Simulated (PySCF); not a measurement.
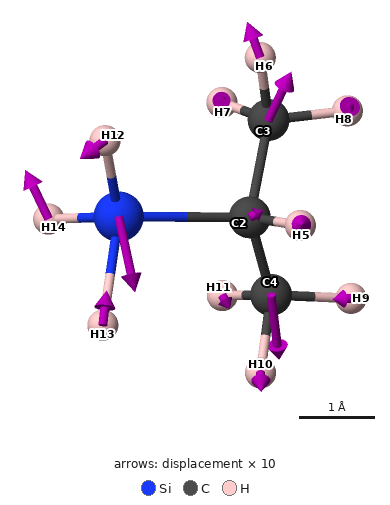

This is a relaxation of C$_{3}$H$_{10}$Si. The starting structure is drawn; purple arrows show the displacements, 10 times their true length. The two geometries are superimposed by the best rigid fit.

The picture is a ball-and-stick view, seen from a free direction.

The start comes from GFN2-xTB. Its atoms were then displaced at random by about 0.03 Å.

Level of theory: PBE0-D3(BJ)/def2-SVP geometry optimisation, gas phase (PySCF). 

### What happened in the run?

The largest move after the best rigid fit is that of a C atom, 0.11 Å. Largest moves by element: C 0.11 Å, Si 0.10 Å, H 0.07 Å. Some distances before and after: H–Si 1.637 → 1.498 Å, C–C 1.417 → 1.528 Å, H–Si 1.423 → 1.497 Å, C–H 1.163 → 1.103 Å. Bond angles that change, for instance: H–Si–H 116.8° → 108.4°, C–C–H 117.5° → 111.0°, H–C–H 101.3° → 107.5°. After 4 geometry steps the energy has fallen by 0.785 eV.
